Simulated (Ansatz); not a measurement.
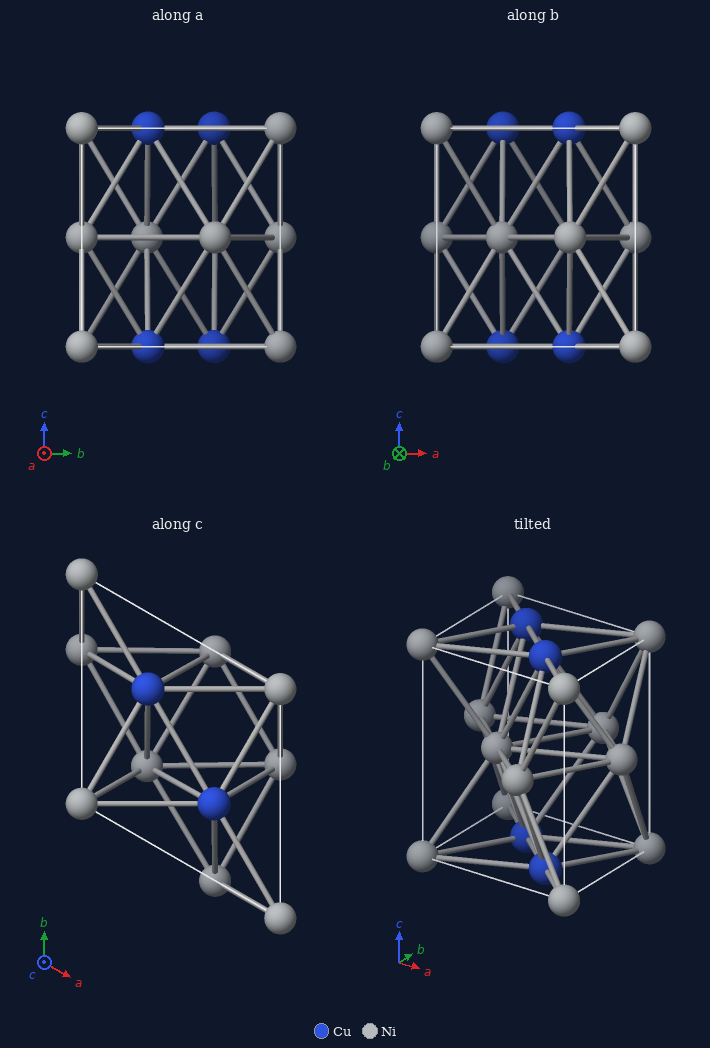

The image is a ball-and-stick drawing of a crystal, viewed along the a axis, along the b axis, along the c axis and slightly off an axis. Lines trace the edges of the conventional unit cell.

Lattice parameters: a = 4.3388 Å, b = 4.3388 Å, c = 4.1340 Å, α = 90.000°, β = 90.000°, γ = 120.000°.

Write the structure as a CIF in P1 with every atom of the cell, with free fractional coordinates to two decimals.

```cif
data_structure
_symmetry_space_group_name_H-M 'P 1'
_symmetry_Int_Tables_number 1
_cell_length_a 4.3388
_cell_length_b 4.3388
_cell_length_c 4.1340
_cell_angle_alpha 90.000
_cell_angle_beta 90.000
_cell_angle_gamma 120.000
_cell_volume 67.40
loop_
_atom_site_label
_atom_site_type_symbol
_atom_site_fract_x
_atom_site_fract_y
_atom_site_fract_z
_atom_site_occupancy
Cu1 Cu 0.3333 0.6667 0.00 1
Cu2 Cu 0.6667 0.3333 0.00 1
Ni1 Ni 0.00 0.67 0.50 1
Ni2 Ni 0.67 0.00 0.50 1
Ni3 Ni 0.33 0.33 0.50 1
Ni4 Ni 0.00 0.00 0.00 1
```

The model was built from a structure type filled with these elements by a generator (whether the compound takes this form wasn't checked). Earlier steps of the study, as a rule a relaxation of our own, may have changed the cell and positions, so they can lie some per cent off the listed ones. It was set up as input for a calculation with Ansatz.
